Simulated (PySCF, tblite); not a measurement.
**C4H4ClFO: a rotation path, then NMR shifts on frames**

How do NMR shifts of C4H4ClFO (`O=C=C(CF)CCl`) change as the atoms move?

The runs use tblite 0.8.0 and PySCF 2.14.0, with density-fitted response routines of our own; the level of theory stands in each step. All values are computed, except where a source is named. Atoms are numbered from 0 throughout.

## Step 1: The starting structure

11 atoms, charge 0, multiplicity 1; geometry from: GFN2-xTB.

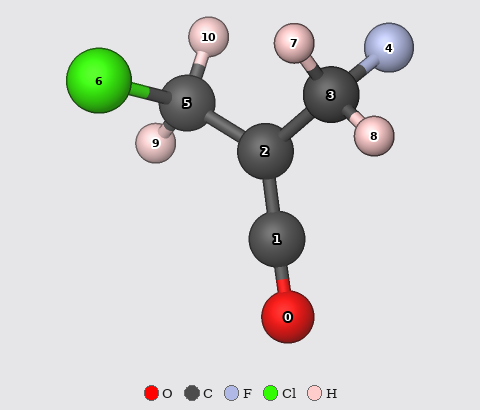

As it starts; oxygen red, carbon dark grey, fluorine light blue, chlorine green, hydrogen pink, atoms numbered.

## Step 2: A band between two rotamers with GFN2-xTB

What the job is given:

```
{"job": {"kind": "neb", "xc": "GFN2-xTB", "basis": "xTB", "atoms": [3, 2, 5, 6], "turn": 120}, "charge": 0, "multiplicity": 1}
O      2.412849    -1.484049     0.119000
C      1.423657    -0.885028     0.056527
C      0.315618    -0.204268    -0.019737
C      0.340138     1.283019    -0.254080
F      0.021775     1.564410    -1.565393
C     -1.023157    -0.851807     0.127457
Cl    -1.676820    -0.576537     1.789933
H     -0.418132     1.775152     0.363374
H      1.327560     1.714035    -0.070839
H     -0.978660    -1.929415    -0.013155
H     -1.739404    -0.402841    -0.559050
```

Method: GFN2-xTB climbing-image nudged elastic band, gas phase.

Launch:

```sh
$ OMP_NUM_THREADS=1 python probes_run.py task.json out
```

One launch serves the whole session: the jobs run in the order shown.

Log:

```text
image   E - E0 / eV
  0      -0.0000
  1       0.0224
  2       0.0921
  3       0.1751
  4       0.2244
  5       0.2158
  6       0.1686
  7       0.1139
  8       0.0750
```

It took 9.5 s on 1 thread, shared host.

The final band, with the dihedral C3–C2–C5–Cl6:

| image | dihedral (°) | energy (eV) | energy (kcal/mol) |
| --- | --- | --- | --- |
| 0 | -79 | 0.000 | 0.0 |
| 1 | -62 | 0.022 | 0.5 |
| 2 | -44 | 0.092 | 2.1 |
| 3 | -26 | 0.175 | 4.0 |
| 4 | -4 | 0.224 | 5.2 |
| 5 | 16 | 0.216 | 5.0 |
| 6 | 36 | 0.169 | 3.9 |
| 7 | 56 | 0.114 | 2.6 |
| 8 | 75 | 0.075 | 1.7 |

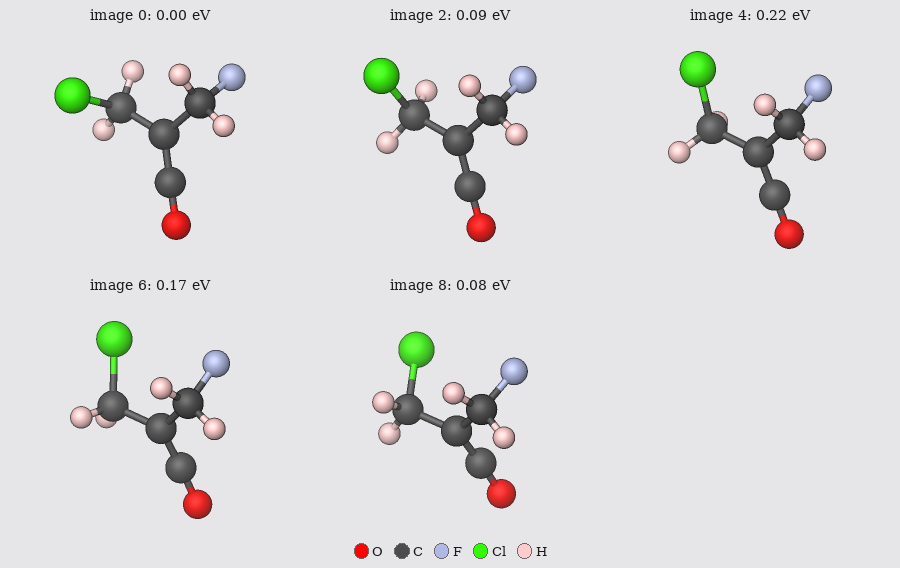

Images along the band.

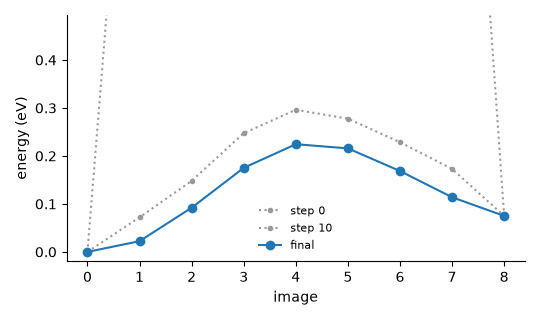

Energy along the band, early and final.

## Step 3: Nuclear shieldings: image 0, PBE0/pcSseg-1

What the job is given:

```
{"job": {"kind": "nmr", "xc": "PBE0", "basis": "pcSseg-1", "pop": false}, "charge": 0, "multiplicity": 1}
O      2.412800    -1.484000     0.119000
C      1.423700    -0.885000     0.056500
C      0.315600    -0.204300    -0.019700
C      0.340100     1.283000    -0.254100
F      0.021800     1.564400    -1.565400
C     -1.023200    -0.851800     0.127500
Cl    -1.676800    -0.576500     1.789900
H     -0.418100     1.775200     0.363400
H      1.327600     1.714000    -0.070800
H     -0.978700    -1.929400    -0.013200
H     -1.739400    -0.402800    -0.559100
```

Level: GIAO PBE0/pcSseg-1 NMR shielding, non-relativistic, gas phase.

Log:

```text
coarse grid: 10624 points
cycle   1  E = -789.3302840103  dE =  1.052e+00  |g| = 7.621e-01  |ddm| = 3.109e+00
cycle   2  E = -789.0248565617  dE =  3.054e-01  |g| = 1.523e+00  |ddm| = 1.588e+00
cycle   3  E = -789.4269262236  dE = -4.021e-01  |g| = 2.449e-01  |ddm| = 1.123e+00
cycle   4  E = -789.4389372492  dE = -1.201e-02  |g| = 6.695e-02  |ddm| = 2.269e-01
cycle   5  E = -789.4397660151  dE = -8.288e-04  |g| = 1.614e-02  |ddm| = 5.975e-02
cycle   6  E = -789.4398181627  dE = -5.215e-05  |g| = 5.492e-03  |ddm| = 2.053e-02
cycle   7  E = -789.4398252210  dE = -7.058e-06  |g| = 1.627e-03  |ddm| = 5.425e-03
final grid: 100880 points
cycle   8  E = -789.4989111495  dE = -1.943e-05  |g| = 1.260e-02  |ddm| = 2.389e-02
cycle   9  E = -789.4988035072  dE =  1.076e-04  |g| = 2.686e-02  |ddm| = 2.445e-02
cycle  10  E = -789.4989399229  dE = -1.364e-04  |g| = 1.915e-03  |ddm| = 1.800e-02
cycle  11  E = -789.4989406293  dE = -7.064e-07  |g| = 4.384e-04  |ddm| = 1.527e-03
cycle  12  E = -789.4989406589  dE = -2.965e-08  |g| = 1.185e-04  |ddm| = 3.212e-04
cycle  13  E = -789.4989406612  dE = -2.300e-09  |g| = 2.903e-05  |ddm| = 9.970e-05
cycle  14  E = -789.4989406614  dE = -1.614e-10  |g| = 7.891e-06  |ddm| = 3.485e-05
converged SCF energy = -789.4989406614

GIAO shielding tensors (ppm)
atom      isotropic    diamagn.    paramagn.     s11        s22        s33       span
  0 O      -59.592     401.323    -460.915   -215.882    -99.935    137.040    352.922
  1 C      -14.558     260.571    -275.129   -100.105    -48.549    104.978    205.083
  2 C      149.317     262.624    -113.307    127.015    157.470    163.465     36.451
  3 C      103.300     236.228    -132.928     59.782     87.898    162.220    102.438
  4 F      400.878     472.043     -71.165    353.935    392.677    456.021    102.085
  5 C      136.213     241.093    -104.880     96.320    138.793    173.526     77.206
  6 Cl     800.889    1145.520    -344.631    523.131    785.458   1094.079    570.948
  7 H       26.110      27.062      -0.952     21.112     27.789     29.428      8.316
  8 H       26.207      27.196      -0.989     21.153     26.999     30.469      9.316
  9 H       27.044      27.749      -0.705     20.608     27.126     33.399     12.790
 10 H       26.984      27.547      -0.564     20.716     27.251     32.984     12.267
```

It took 32 s on 1 thread, shared host.

The references, computed at this level on geometries of the same kind, shield at (ppm): 1H TMS 31.72, 13C TMS 186.9, 19F CFCl3 170.9, 17O H2O 336.1, 35Cl HCl 950. Their shielding less the atom's gives the shift. The references are single molecules in the gas phase, so shifts against H2O, NH3, PH3, H3PO4 or CFCl3 are not on the usual liquid scales and can be off by tens of ppm. Each atom is listed at this fixed geometry, with no averaging over motion; a spectrum would average atoms that exchange fast.

```csv
atoms,environment,σ (ppm),δ (ppm)
C1,central carbon of a ketene,-14.6,201.5
C3,allylic sp3 CH2 bonded to F,103.3,83.6
C5,allylic sp3 CH2 bonded to Cl,136.2,50.7
C2,terminal carbon of a ketene,149.3,37.6
H7,hydrogen on an allylic sp3 CH2 bonded to F,26.11,5.61
H8,hydrogen on an allylic sp3 CH2 bonded to F,26.21,5.51
H10,hydrogen on an allylic sp3 CH2 bonded to Cl,26.98,4.73
H9,hydrogen on an allylic sp3 CH2 bonded to Cl,27.04,4.67
O0,carbonyl oxygen,-59.6,395.7
F4,fluorine on an sp3 carbon,400.9,-229.9
Cl6,chlorine bonded to C,801,149
```

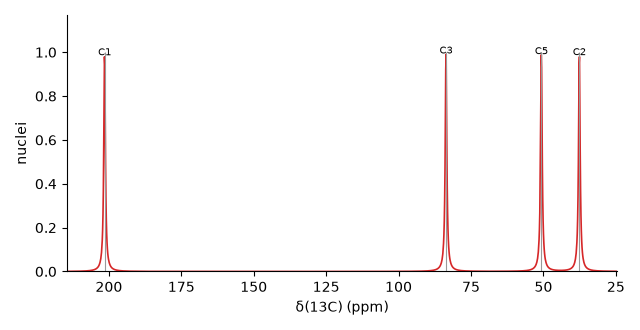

13C lines at the computed shifts, without couplings. Lines are broadened to a width of 0.66 ppm (Lorentzian).

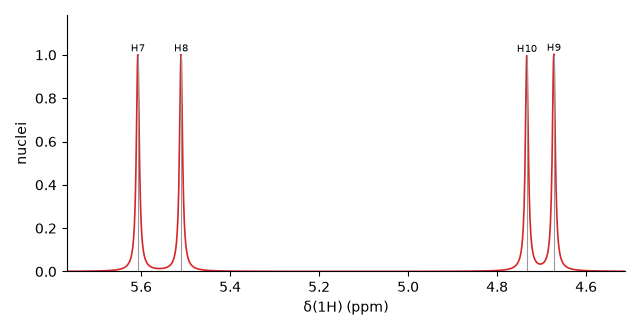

1H lines at the computed shifts, without couplings. Lines are broadened to a width of 0.01 ppm (Lorentzian).

## Step 4: Shielding tensors: image 2, PBE0/pcSseg-1

What the job is given:

```
{"job": {"kind": "nmr", "xc": "PBE0", "basis": "pcSseg-1", "pop": false}, "charge": 0, "multiplicity": 1}
O      2.415900    -1.475000    -0.274700
C      1.420300    -0.893400    -0.151100
C      0.320200    -0.215400     0.002000
C      0.358900     1.285400    -0.120400
F     -0.054300     1.689900    -1.370100
C     -1.009000    -0.904600     0.163200
Cl    -2.043900    -0.058300     1.351600
H     -0.330800     1.735300     0.600600
H      1.371900     1.673000     0.017900
H     -0.876500    -1.921800     0.530000
H     -1.567200    -0.912600    -0.774800
```

Level: GIAO PBE0/pcSseg-1 NMR shielding, non-relativistic, gas phase.

Log:

```text
coarse grid: 10624 points
cycle   1  E = -789.3293395247  dE =  1.065e+00  |g| = 7.598e-01  |ddm| = 3.157e+00
cycle   2  E = -789.0211886932  dE =  3.082e-01  |g| = 1.524e+00  |ddm| = 1.671e+00
cycle   3  E = -789.4243975075  dE = -4.032e-01  |g| = 2.431e-01  |ddm| = 1.187e+00
cycle   4  E = -789.4361793879  dE = -1.178e-02  |g| = 6.794e-02  |ddm| = 2.283e-01
cycle   5  E = -789.4370396513  dE = -8.603e-04  |g| = 1.555e-02  |ddm| = 6.217e-02
cycle   6  E = -789.4370875343  dE = -4.788e-05  |g| = 5.671e-03  |ddm| = 1.974e-02
cycle   7  E = -789.4370951507  dE = -7.616e-06  |g| = 1.541e-03  |ddm| = 5.758e-03
final grid: 100880 points
cycle   8  E = -789.4957060566  dE = -1.578e-05  |g| = 1.261e-02  |ddm| = 2.421e-02
cycle   9  E = -789.4955973942  dE =  1.087e-04  |g| = 2.694e-02  |ddm| = 2.515e-02
cycle  10  E = -789.4957348962  dE = -1.375e-04  |g| = 1.892e-03  |ddm| = 1.868e-02
cycle  11  E = -789.4957355942  dE = -6.980e-07  |g| = 4.042e-04  |ddm| = 1.521e-03
cycle  12  E = -789.4957356208  dE = -2.660e-08  |g| = 1.106e-04  |ddm| = 3.205e-04
cycle  13  E = -789.4957356228  dE = -2.035e-09  |g| = 3.153e-05  |ddm| = 1.035e-04
cycle  14  E = -789.4957356230  dE = -1.969e-10  |g| = 8.067e-06  |ddm| = 3.918e-05
converged SCF energy = -789.4957356230

GIAO shielding tensors (ppm)
atom      isotropic    diamagn.    paramagn.     s11        s22        s33       span
  0 O      -54.169     401.455    -455.624   -217.418    -92.370    147.281    364.699
  1 C      -12.281     260.437    -272.718   -100.440    -46.517    110.113    210.553
  2 C      154.174     263.223    -109.048    130.452    157.666    174.406     43.954
  3 C      103.949     235.502    -131.552     57.833     88.090    165.924    108.091
  4 F      401.763     472.218     -70.455    356.943    390.036    458.310    101.367
  5 C      140.736     240.388     -99.652    101.145    139.642    181.420     80.276
  6 Cl     864.544    1145.580    -281.036    679.442    836.925   1077.266    397.824
  7 H       25.609      26.771      -1.162     21.330     26.923     28.575      7.245
  8 H       26.275      27.239      -0.964     21.156     26.946     30.724      9.568
  9 H       27.201      27.621      -0.420     21.075     26.874     33.653     12.578
 10 H       26.758      26.994      -0.236     20.010     26.688     33.576     13.566
```

It took 32 s on 1 thread, shared host.

In short: δ C1 199.2, C3 83.0, C5 46.2, C2 32.8, H7 6.11, H8 5.44 ppm.

## Step 5: Nuclear shieldings: image 4, PBE0/pcSseg-1

What the job is given:

```
{"job": {"kind": "nmr", "xc": "PBE0", "basis": "pcSseg-1", "pop": false}, "charge": 0, "multiplicity": 1}
O      2.354100    -1.449300    -0.644000
C      1.378700    -0.879900    -0.375700
C      0.315400    -0.217600    -0.024200
C      0.393800     1.285800     0.010000
F     -0.128500     1.832600    -1.140100
C     -0.999200    -0.939100     0.218200
Cl    -2.314200     0.177100     0.645900
H     -0.196700     1.680400     0.842000
H      1.431100     1.627400     0.073200
H     -0.905000    -1.643600     1.047000
H     -1.324100    -1.471300    -0.678200
```

With the program's defaults for keys left out, this is: GIAO PBE0/pcSseg-1 NMR shielding, non-relativistic, gas phase.

Log:

```text
coarse grid: 10624 points
cycle   1  E = -789.3224092345  dE =  1.071e+00  |g| = 7.610e-01  |ddm| = 3.170e+00
cycle   2  E = -789.0094228661  dE =  3.130e-01  |g| = 1.532e+00  |ddm| = 1.689e+00
cycle   3  E = -789.4175131925  dE = -4.081e-01  |g| = 2.445e-01  |ddm| = 1.194e+00
cycle   4  E = -789.4293950506  dE = -1.188e-02  |g| = 6.969e-02  |ddm| = 2.294e-01
cycle   5  E = -789.4303038528  dE = -9.088e-04  |g| = 1.556e-02  |ddm| = 6.287e-02
cycle   6  E = -789.4303518515  dE = -4.800e-05  |g| = 5.785e-03  |ddm| = 1.894e-02
cycle   7  E = -789.4303597761  dE = -7.925e-06  |g| = 1.570e-03  |ddm| = 5.749e-03
final grid: 100880 points
cycle   8  E = -789.4889829019  dE = -1.362e-05  |g| = 1.273e-02  |ddm| = 2.606e-02
cycle   9  E = -789.4888720484  dE =  1.109e-04  |g| = 2.721e-02  |ddm| = 2.515e-02
cycle  10  E = -789.4890120768  dE = -1.400e-04  |g| = 1.945e-03  |ddm| = 1.869e-02
cycle  11  E = -789.4890128209  dE = -7.441e-07  |g| = 4.067e-04  |ddm| = 1.636e-03
cycle  12  E = -789.4890128490  dE = -2.812e-08  |g| = 1.133e-04  |ddm| = 3.249e-04
cycle  13  E = -789.4890128515  dE = -2.430e-09  |g| = 3.390e-05  |ddm| = 1.174e-04
cycle  14  E = -789.4890128517  dE = -2.581e-10  |g| = 8.467e-06  |ddm| = 3.996e-05
converged SCF energy = -789.4890128517

GIAO shielding tensors (ppm)
atom      isotropic    diamagn.    paramagn.     s11        s22        s33       span
  0 O      -58.720     401.463    -460.183   -221.545   -100.666    146.052    367.597
  1 C      -13.877     260.432    -274.309   -100.447    -47.218    106.035    206.482
  2 C      156.469     262.846    -106.377    131.172    154.147    184.088     52.916
  3 C      102.995     235.020    -132.025     58.500     89.013    161.471    102.972
  4 F      389.926     472.132     -82.206    347.010    371.133    451.635    104.624
  5 C      144.957     239.901     -94.944    111.029    143.366    180.476     69.447
  6 Cl     889.368    1145.582    -256.215    773.592    829.330   1065.182    291.589
  7 H       25.680      26.906      -1.226     22.332     25.934     28.773      6.441
  8 H       26.282      27.087      -0.804     20.984     26.737     31.126     10.142
  9 H       27.106      27.086       0.020     20.375     26.881     34.063     13.687
 10 H       26.936      26.998      -0.062     20.199     26.696     33.913     13.714
```

Run time: 29 s. Hardware: 1 thread, shared host.

In short: δ C1 200.8, C3 83.9, C5 42.0, C2 30.5, H7 6.04, H8 5.43 ppm.

## Step 6: Shielding tensors: image 6, PBE0/pcSseg-1

What the job is given:

```
{"job": {"kind": "nmr", "xc": "PBE0", "basis": "pcSseg-1", "pop": false}, "charge": 0, "multiplicity": 1}
O      2.237900    -1.440200    -1.002300
C      1.312100    -0.868800    -0.599700
C      0.312200    -0.223900    -0.071900
C      0.424300     1.265400     0.132200
F     -0.153400     1.952200    -0.909600
C     -0.976200    -0.927300     0.273800
Cl    -2.404700     0.084700    -0.100500
H     -0.106300     1.567100     1.040300
H      1.469600     1.586700     0.165300
H     -1.028000    -1.143800     1.342600
H     -1.082000    -1.849600    -0.296200
```

Level: GIAO PBE0/pcSseg-1 NMR shielding, non-relativistic, gas phase.

Log:

```text
coarse grid: 10624 points
cycle   1  E = -789.3222700523  dE =  1.067e+00  |g| = 7.647e-01  |ddm| = 3.156e+00
cycle   2  E = -789.0085610083  dE =  3.137e-01  |g| = 1.537e+00  |ddm| = 1.738e+00
cycle   3  E = -789.4198986515  dE = -4.113e-01  |g| = 2.429e-01  |ddm| = 1.209e+00
cycle   4  E = -789.4316950193  dE = -1.180e-02  |g| = 7.006e-02  |ddm| = 2.317e-01
cycle   5  E = -789.4326083057  dE = -9.133e-04  |g| = 1.508e-02  |ddm| = 6.163e-02
cycle   6  E = -789.4326527189  dE = -4.441e-05  |g| = 5.555e-03  |ddm| = 1.895e-02
cycle   7  E = -789.4326599318  dE = -7.213e-06  |g| = 1.609e-03  |ddm| = 5.638e-03
final grid: 100880 points
cycle   8  E = -789.4917773640  dE = -1.561e-05  |g| = 1.266e-02  |ddm| = 2.314e-02
cycle   9  E = -789.4916678266  dE =  1.095e-04  |g| = 2.709e-02  |ddm| = 2.496e-02
cycle  10  E = -789.4918062297  dE = -1.384e-04  |g| = 1.848e-03  |ddm| = 1.849e-02
cycle  11  E = -789.4918069026  dE = -6.729e-07  |g| = 4.194e-04  |ddm| = 1.530e-03
cycle  12  E = -789.4918069315  dE = -2.887e-08  |g| = 1.133e-04  |ddm| = 3.274e-04
cycle  13  E = -789.4918069338  dE = -2.332e-09  |g| = 3.060e-05  |ddm| = 1.132e-04
cycle  14  E = -789.4918069340  dE = -1.958e-10  |g| = 8.215e-06  |ddm| = 3.645e-05
converged SCF energy = -789.4918069340

GIAO shielding tensors (ppm)
atom      isotropic    diamagn.    paramagn.     s11        s22        s33       span
  0 O      -58.861     401.417    -460.278   -217.391   -104.832    145.641    363.032
  1 C      -13.810     260.451    -274.262    -99.268    -48.028    105.865    205.133
  2 C      152.983     263.447    -110.464    131.191    153.312    174.446     43.255
  3 C      103.709     235.026    -131.317     57.757     90.874    162.495    104.738
  4 F      393.679     471.597     -77.918    348.558    383.945    448.533     99.975
  5 C      141.097     240.177     -99.080    106.347    141.614    175.331     68.983
  6 Cl     840.569    1145.612    -305.042    658.800    776.138   1086.769    427.969
  7 H       26.160      26.961      -0.801     22.356     25.917     30.206      7.849
  8 H       26.157      27.065      -0.908     20.697     26.587     31.186     10.488
  9 H       27.022      27.169      -0.146     19.889     27.029     34.149     14.261
 10 H       27.209      27.481      -0.271     21.343     26.631     33.653     12.310
```

Wall time 30 s (1 thread, shared host).

In short: δ C1 200.7, C3 83.2, C5 45.8, C2 33.9, H8 5.56, H7 5.56 ppm.

## Step 7: Shielding tensors: image 8, PBE0/pcSseg-1

What the job is given:

```
{"job": {"kind": "nmr", "xc": "PBE0", "basis": "pcSseg-1", "pop": false}, "charge": 0, "multiplicity": 1}
O      1.973900    -1.355100    -1.464000
C      1.168900    -0.811700    -0.834900
C      0.307000    -0.216000    -0.056300
C      0.488600     1.246700     0.263700
F      0.037600     2.048500    -0.758900
C     -0.959300    -0.899600     0.350500
Cl    -2.336900    -0.445300    -0.729000
H     -0.097900     1.512400     1.148400
H      1.543700     1.500300     0.409500
H     -1.252100    -0.595400     1.354200
H     -0.868100    -1.982100     0.290900
```

Level: GIAO PBE0/pcSseg-1 NMR shielding, non-relativistic, gas phase.

Log:

```text
coarse grid: 10624 points
cycle   1  E = -789.3243312996  dE =  1.054e+00  |g| = 7.673e-01  |ddm| = 3.102e+00
cycle   2  E = -789.0122877145  dE =  3.120e-01  |g| = 1.538e+00  |ddm| = 1.753e+00
cycle   3  E = -789.4234824779  dE = -4.112e-01  |g| = 2.483e-01  |ddm| = 1.189e+00
cycle   4  E = -789.4359155220  dE = -1.243e-02  |g| = 6.698e-02  |ddm| = 2.357e-01
cycle   5  E = -789.4367477177  dE = -8.322e-04  |g| = 1.532e-02  |ddm| = 5.997e-02
cycle   6  E = -789.4367941585  dE = -4.644e-05  |g| = 5.418e-03  |ddm| = 1.968e-02
cycle   7  E = -789.4368009195  dE = -6.761e-06  |g| = 1.725e-03  |ddm| = 5.837e-03
final grid: 100880 points
cycle   8  E = -789.4959150698  dE = -1.729e-05  |g| = 1.286e-02  |ddm| = 2.790e-02
cycle   9  E = -789.4958033739  dE =  1.117e-04  |g| = 2.744e-02  |ddm| = 2.450e-02
cycle  10  E = -789.4959447191  dE = -1.413e-04  |g| = 1.947e-03  |ddm| = 1.804e-02
cycle  11  E = -789.4959454708  dE = -7.517e-07  |g| = 4.102e-04  |ddm| = 1.681e-03
cycle  12  E = -789.4959454990  dE = -2.827e-08  |g| = 1.143e-04  |ddm| = 3.308e-04
cycle  13  E = -789.4959455014  dE = -2.427e-09  |g| = 3.208e-05  |ddm| = 1.102e-04
cycle  14  E = -789.4959455017  dE = -2.240e-10  |g| = 8.786e-06  |ddm| = 3.964e-05
converged SCF energy = -789.4959455017

GIAO shielding tensors (ppm)
atom      isotropic    diamagn.    paramagn.     s11        s22        s33       span
  0 O      -55.686     401.127    -456.813   -217.980    -70.029    120.952    338.932
  1 C      -13.577     260.703    -274.280   -101.032    -52.243    112.543    213.575
  2 C      148.798     262.674    -113.877    124.917    158.303    163.173     38.255
  3 C       99.211     235.032    -135.821     55.447     90.388    151.799     96.352
  4 F      385.944     471.849     -85.904    336.606    370.118    451.109    114.504
  5 C      133.373     241.286    -107.913     97.075    140.542    162.501     65.425
  6 Cl     772.722    1145.540    -372.818    513.836    726.423   1077.909    564.073
  7 H       26.494      27.352      -0.857     22.190     26.918     30.375      8.185
  8 H       25.870      26.957      -1.087     20.480     26.713     30.418      9.939
  9 H       27.363      27.914      -0.551     21.055     27.288     33.747     12.692
 10 H       26.948      27.767      -0.819     20.635     27.097     33.111     12.477
```

Run time: 34 s. Hardware: 1 thread, shared host.

Key values: δ C1 200.5, C3 87.7, C5 53.6, C2 38.1, H8 5.85, H7 5.22 ppm.

## Step 8: Comparing the runs: NMR shifts

Shifts (ppm) of some atoms, chosen among heavy atoms and hydrogens apart, with basis size and wall time:

```csv
frame,C5,C2,H7,H10,O0,F4,Cl6,functions,time
image 0,50.7,37.6,5.61,4.73,395.7,-229.9,149,146,32 s
image 2,46.2,32.8,6.11,4.96,390.2,-230.8,85,146,32 s
image 4,42.0,30.5,6.04,4.78,394.8,-219.0,60,146,29 s
image 6,45.8,33.9,5.56,4.51,394.9,-222.7,109,146,30 s
image 8,53.6,38.1,5.22,4.77,391.8,-215.0,177,146,34 s
```

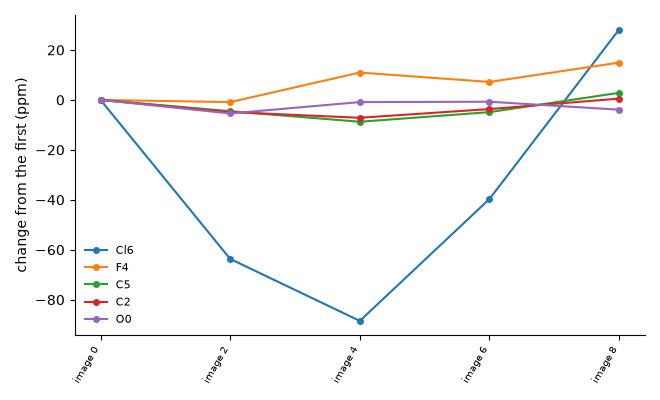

How five of the tabulated atoms move from run to run.

## Step 9: Results

| quantity | value |
| --- | --- |
| barrier | 0.224 eV (5.2 kcal/mol) at image 4 |
| end to end (GFN2-xTB) | 0.075 eV |
| 13C shifts against TMS (PBE0/pcSseg-1, image 0) | 201.5, 83.6, 50.7, 37.6 ppm |
| 1H shifts against TMS (PBE0/pcSseg-1, image 0) | 5.61, 5.51, 4.73, 4.67 ppm |
| 17O shifts against H2O (PBE0/pcSseg-1, image 0) | 395.7 ppm |
| 19F shifts against CFCl3 (PBE0/pcSseg-1, image 0) | -229.9 ppm |
| 35Cl shifts against HCl (PBE0/pcSseg-1, image 0) | 149 ppm |
| range of the shift of Cl6 | 60 to 177 ppm |

Along the band the dihedral turns by 154°, and the top (dihedral -4°) lies 5.2 kcal/mol above the start (GFN2-xTB, rough), so at room temperature this motion is fast. The top was not checked by a frequency run. Shifts at one fixed geometry are not the observed spectrum, which averages over the motion. In the first frame run (image 0): The largest span, 571 ppm, is at Cl6, where the paramagnetic term is -345 ppm. Across the 5 runs the shift of Cl6 moves most, between 60 (image 4) and 177 ppm (image 8).
